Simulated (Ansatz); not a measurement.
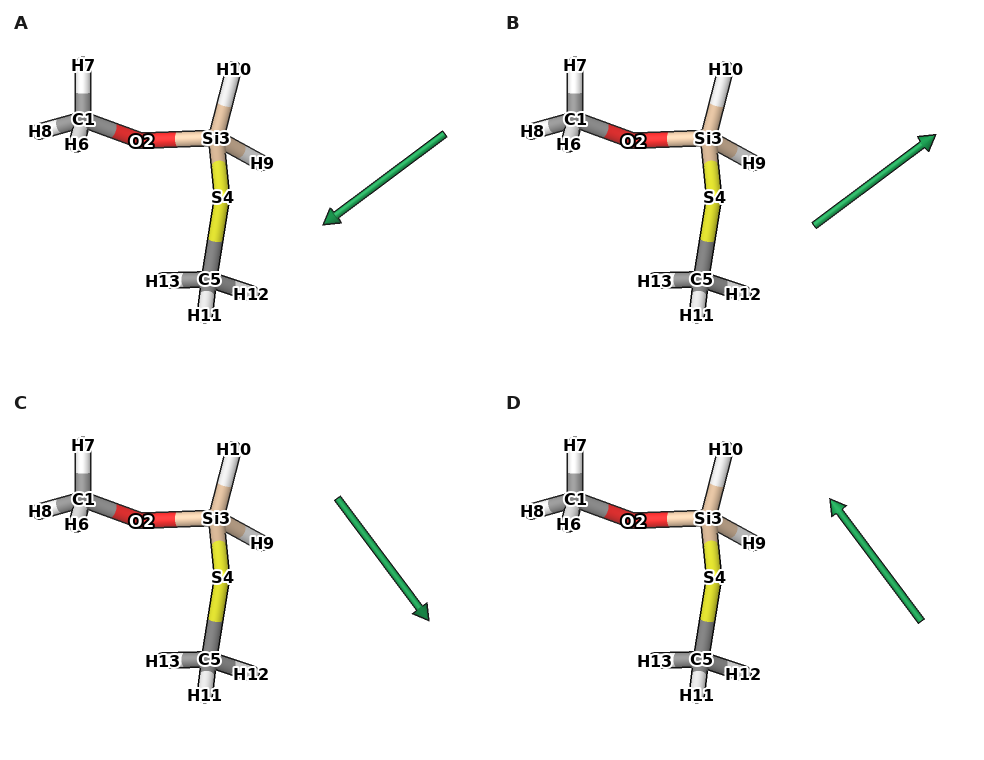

The same molecule four times, each with an arrow. The computed structure is the end point of a PBE-D4/def2-SVP optimisation. No frequency run is at hand to confirm it as a minimum. Level of theory: RKS PBE-D4/def2-SVP (Ansatz 0.2.0).

Which arrow points along the dipole moment, from the negative to the positive end?

A. The dipole moment is 1.02 D; it points from the side of H10 to the side of H8 (the outermost atoms at the two ends).
